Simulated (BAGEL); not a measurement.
# RI-MP2/cc-pVDZ (density fitting with qzvpp-jkfit) run of BN2H5S (SMILES NB(N)S)

Aim: the energy change on altering one bond length of BN2H5S at RI-MP2/cc-pVDZ (density fitting with qzvpp-jkfit), from 2 runs. 

Program for the calculation: BAGEL 1.2.2.

1 further run of the same task is left out (set aside as unsound or not needed).

## Step 1: The system as given

BN2H5S: 9 atoms, total charge 0, spin state singlet. As SMILES, `NB(N)S`. The shape is that of a PBE0-D4/def2-TZVP optimisation.

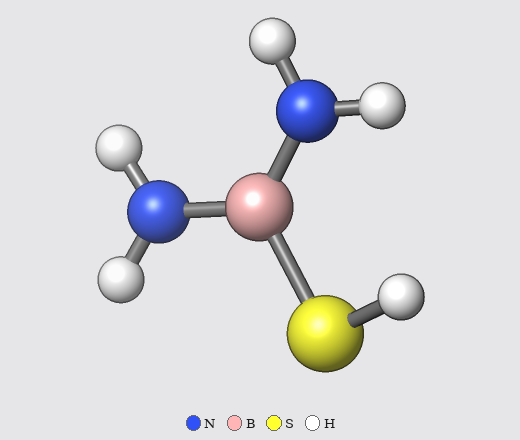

The structure, seen from a chosen angle (nitrogen blue, boron pink, sulfur yellow, hydrogen white).

## Step 2: A single-point energy at RI-MP2/cc-pVDZ (density fitting with qzvpp-jkfit)

job.json reads:

```json
{ "bagel" : [

{
  "title" : "molecule",
  "basis" : "cc-pvdz.json",
  "df_basis" : "qzvpp-jkfit",
  "angstrom" : true,
  "geometry" : [
    { "atom" : "N", "xyz" : [    0.043100,    1.056300,   -0.636400 ] },
    { "atom" : "B", "xyz" : [   -0.027600,   -0.118300,    0.142200 ] },
    { "atom" : "N", "xyz" : [    0.800700,   -1.234400,   -0.099000 ] },
    { "atom" : "S", "xyz" : [   -1.208800,   -0.262900,    1.551400 ] },
    { "atom" : "H", "xyz" : [    0.653400,    1.149100,   -1.428800 ] },
    { "atom" : "H", "xyz" : [   -0.454000,    1.896300,   -0.409300 ] },
    { "atom" : "H", "xyz" : [    0.697300,   -2.103500,    0.390600 ] },
    { "atom" : "H", "xyz" : [    1.543400,   -1.234200,   -0.774400 ] },
    { "atom" : "H", "xyz" : [   -1.958900,    0.805200,    1.246300 ] }
  ]
},
{
  "title" : "hf"
},
{
  "title" : "mp2",
  "ncore" : 8
}

]}
```

The basis set cc-pVDZ is read from a file made from the Basis Set Exchange's data (not shown).

On the command line:

```bash
BAGEL_NUM_THREADS=1 BAGEL job.json > job.out
```

Log:

```text
* using 1 threads per process

  ===============================================================
  ===============================================================

  *** Geometry ***

  { "atom" : "N", "xyz" : [      0.081447,      1.996118,     -1.202622 ] },
  { "atom" : "B", "xyz" : [     -0.052156,     -0.223555,      0.268719 ] },
  { "atom" : "N", "xyz" : [      1.513104,     -2.332678,     -0.187083 ] },
  { "atom" : "S", "xyz" : [     -2.284301,     -0.496809,      2.931721 ] },
  { "atom" : "H", "xyz" : [      1.234747,      2.171484,     -2.700041 ] },
  { "atom" : "H", "xyz" : [     -0.857936,      3.583488,     -0.773465 ] },
  { "atom" : "H", "xyz" : [      1.317706,     -3.975039,      0.738127 ] },
  { "atom" : "H", "xyz" : [      2.916603,     -2.332300,     -1.463404 ] },
  { "atom" : "H", "xyz" : [     -3.701785,      1.521607,      2.355166 ] },

  Number of auxiliary basis functions:      447

  Since a DF basis is specified, we compute 2- and 3-index integrals:
    o Being stored without compression. Storage requirement is 0.026 GB

  Number of basis functions:       85
  Number of electrons      :       40

    * METHOD: MOLECULE                             0.22

  *** RHF ***

  === Nuclear Repulsion ===
   148.3546575523

      * DIIS with orbital gradients will be used.

  === RHF iteration (cc-pvdz.json) ===
      0       -533.84738205          0.02084806           0.06
      1       -534.07725575          0.01191348           0.06
      2       -534.15372213          0.00156969           0.06
      3       -534.15564103          0.00019924           0.06
      4       -534.15567836          0.00006168           0.06
      5       -534.15568243          0.00001541           0.06
      6       -534.15568277          0.00000397           0.06
      7       -534.15568279          0.00000111           0.06
      8       -534.15568279          0.00000044           0.06
      9       -534.15568279          0.00000011           0.06
     10       -534.15568279          0.00000004           0.06
     11       -534.15568279          0.00000001           0.06
     12       -534.15568279          0.00000000           0.06
    * SCF iteration converged.

    * Permanent dipole moment:
           (   -0.526799,    -0.347504,     0.852606) a.u.

    * METHOD: HF                                   0.98

  *** RHF ***

  === Nuclear Repulsion ===
   148.3546575523

      * DIIS with orbital gradients will be used.

  === RHF iteration (cc-pvdz.json) ===
      0       -534.15568279          0.00000000           0.06
    * SCF iteration converged.

    * Permanent dipole moment:
           (   -0.526799,    -0.347504,     0.852606) a.u.

  === DF-MP2 calculation ===

    * freezing 8 orbitals
    * 3-index integral transformation done
    * assembly done

      MP2 correlation energy:   -0.5578641948      0.04

      MP2 total energy:       -534.7135469830

    * METHOD: MP2                                  0.18

  ===============================================================
```

Wall time 1.6 s (1 thread of Arm Neoverse V1, shared host); peak memory 0.11 GiB.

## Step 3: The distorted shape

input.json reads:

```json
{ "bagel": [

{
  "title": "molecule",
  "basis": "cc-pvdz.json",
  "df_basis": "qzvpp-jkfit",
  "angstrom": true,
  "geometry": [
    { "atom": "N", "xyz": [       0.078451,       1.643609,      -1.025706 ] },
    { "atom": "B", "xyz": [      -0.027600,      -0.118300,       0.142200 ] },
    { "atom": "N", "xyz": [       0.800700,      -1.234400,      -0.099000 ] },
    { "atom": "S", "xyz": [      -1.208800,      -0.262900,       1.551400 ] },
    { "atom": "H", "xyz": [       0.688751,       1.736409,      -1.818106 ] },
    { "atom": "H", "xyz": [      -0.418649,       2.483609,      -0.798606 ] },
    { "atom": "H", "xyz": [       0.697300,      -2.103500,       0.390600 ] },
    { "atom": "H", "xyz": [       1.543400,      -1.234200,      -0.774400 ] },
    { "atom": "H", "xyz": [      -1.958900,       0.805200,       1.246300 ] }
  ]
},

{
  "title": "hf"
},

{
  "title": "mp2",
  "ncore": 8
}

]}
```

The basis set cc-pVDZ is read from a file made from the Basis Set Exchange's data (not shown).

On the command line:

```bash
BAGEL_NUM_THREADS=1 BAGEL input.json > input.out
```

Log:

```text
* using 1 threads per process

  ===============================================================
  ===============================================================

  *** Geometry ***

  { "atom" : "N", "xyz" : [      0.148251,      3.105971,     -1.938303 ] },
  { "atom" : "B", "xyz" : [     -0.052156,     -0.223555,      0.268719 ] },
  { "atom" : "N", "xyz" : [      1.513104,     -2.332678,     -0.187083 ] },
  { "atom" : "S", "xyz" : [     -2.284301,     -0.496809,      2.931721 ] },
  { "atom" : "H", "xyz" : [      1.301551,      3.281337,     -3.435722 ] },
  { "atom" : "H", "xyz" : [     -0.791132,      4.693341,     -1.509147 ] },
  { "atom" : "H", "xyz" : [      1.317706,     -3.975039,      0.738127 ] },
  { "atom" : "H", "xyz" : [      2.916603,     -2.332300,     -1.463404 ] },
  { "atom" : "H", "xyz" : [     -3.701785,      1.521607,      2.355166 ] },

  Number of auxiliary basis functions:      447

  Since a DF basis is specified, we compute 2- and 3-index integrals:
    o Being stored without compression. Storage requirement is 0.026 GB

  Number of basis functions:       85
  Number of electrons      :       40

    * METHOD: MOLECULE                             0.21

  *** RHF ***

  === Nuclear Repulsion ===
   135.6088003375

      * DIIS with orbital gradients will be used.

  === RHF iteration (cc-pvdz.json) ===
      0       -533.66098212          0.02169898           0.07
      1       -533.88891834          0.01504061           0.06
      2       -534.01776495          0.00198424           0.06
      3       -534.02118986          0.00090751           0.06
      4       -534.02178972          0.00017543           0.06
      5       -534.02184154          0.00007872           0.06
      6       -534.02185184          0.00003500           0.06
      7       -534.02185432          0.00001008           0.06
      8       -534.02185448          0.00000463           0.06
      9       -534.02185451          0.00000161           0.06
     10       -534.02185452          0.00000074           0.06
     11       -534.02185452          0.00000025           0.06
     12       -534.02185452          0.00000010           0.06
     13       -534.02185452          0.00000005           0.06
     14       -534.02185452          0.00000002           0.06
     15       -534.02185452          0.00000001           0.06
     16       -534.02185452          0.00000001           0.06
    * SCF iteration converged.

    * Permanent dipole moment:
           (   -0.372317,     0.668835,     0.095932) a.u.

    * METHOD: HF                                   1.24

  *** RHF ***

  === Nuclear Repulsion ===
   135.6088003375

      * DIIS with orbital gradients will be used.

  === RHF iteration (cc-pvdz.json) ===
      0       -534.02185452          0.00000000           0.06
    * SCF iteration converged.

    * Permanent dipole moment:
           (   -0.372317,     0.668835,     0.095931) a.u.

  === DF-MP2 calculation ===

    * freezing 8 orbitals
    * 3-index integral transformation done
    * assembly done

      MP2 correlation energy:   -0.5675438570      0.04

      MP2 total energy:       -534.5893983744

    * METHOD: MP2                                  0.18

  ===============================================================
```

Wall time 1.8 s (1 thread of Arm Neoverse V1, shared host); peak memory 0.11 GiB.

## Step 4: Summary of results

Level: RI-MP2/cc-pVDZ (density fitting with qzvpp-jkfit), 8 core orbitals frozen.

```
                                                         quantity          value
                                        first shape: total energy  -534.71355 Eh
         first shape: correlation energy (8 core orbitals frozen)     -557.9 mEh
                                    distorted shape: total energy  -534.58940 Eh
     distorted shape: correlation energy (8 core orbitals frozen)     -567.5 mEh
energy change with the N1–B2 bond stretched from 1.411 to 2.117 Å       3.378 eV
```

**Reading.** With the N1–B2 bond stretched from 1.411 to 2.117 Å the energy rises by 3.38 eV (78 kcal/mol). The first shape isn't relaxed at this level, so the change isn't measured from a minimum.
